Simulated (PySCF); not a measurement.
# CH7FGeSi: the cost of one run

The runs use PySCF 2.14.0, with density-fitted response routines of our own; the level of theory stands in each step. All values are computed, except where a source is named. Atoms count from 0, in the outputs and in this text.

## (1) The starting structure

11 atoms, charge 0, multiplicity 1; geometry from: GFN2-xTB.

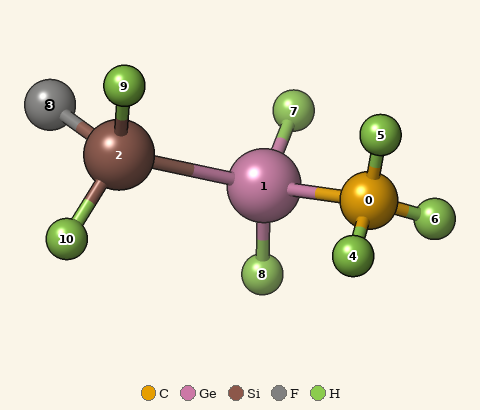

As it starts; carbon amber, germanium pink, silicon brown, fluorine grey, hydrogen green, atoms numbered.

## (2) TDDFT and polarisability: wB97X-D/def2-SVPD

The job: settings as JSON, then the geometry in Å.

```
{"job": {"kind": "uv", "xc": "wB97X-D", "basis": "def2-SVPD", "nstates": 8, "ntriplets": 3}, "charge": 0, "multiplicity": 1}
C     -1.702301     0.245445     0.578784
Ge    -0.274762    -0.632045    -0.460266
Si     1.810922     0.367302    -0.150711
F      2.949314    -0.702649    -0.537055
H     -1.762529     1.304550     0.338037
H     -1.512742     0.157275     1.646267
H     -2.672298    -0.199105     0.373036
H     -0.304686    -2.100571    -0.109376
H     -0.719613    -0.634445    -1.904187
H      2.113611     0.703607     1.235842
H      2.080510     1.493308    -1.036334
```

With the program's defaults for keys left out, this is: TDDFT wB97X-D/def2-SVPD, vertical, gas phase, core orbitals frozen in the response.

Run with:

```sh
OMP_NUM_THREADS=1 python probes_run.py task.json out
```

One launch serves the whole session: the jobs run in the order shown.

**Question.** How long does this first job take on 1 thread of Arm Neoverse V1, shared host, and how much memory does it need?

About 24 s, with a peak of 0.67 GiB.
